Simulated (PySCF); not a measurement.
Ionisation energy of neutral titanium ([Ar] 3d² 4s² → [Ar] 3d² 4s). PySCF, def2-TZVP, non-relativistic, unrestricted single determinants, no spin-orbit coupling. Methods marked “valence” freeze 18 core electrons.

By method:

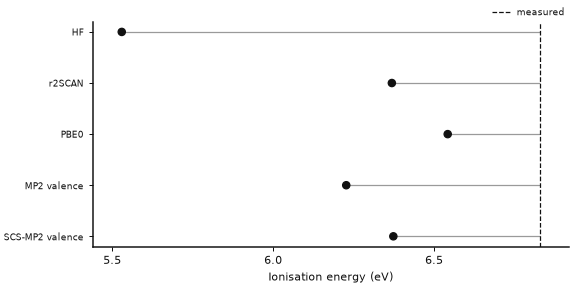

```json
{"Method": "HF", "Ionisation energy (eV)": "5.53"}
{"Method": "r2SCAN", "Ionisation energy (eV)": "6.37"}
{"Method": "PBE0", "Ionisation energy (eV)": "6.54"}
{"Method": "MP2 valence", "Ionisation energy (eV)": "6.23"}
{"Method": "SCS-MP2 valence", "Ionisation energy (eV)": "6.37"}
```

The values run from 5.53 eV (HF) to 6.54 eV (PBE0). The measured value is 6.83 eV; nearest to it come PBE0 (−0.29) and SCS-MP2 valence (−0.45), furthest HF (−1.30 eV).

Note: spin-orbit shift not estimated; relativistic shift absent.
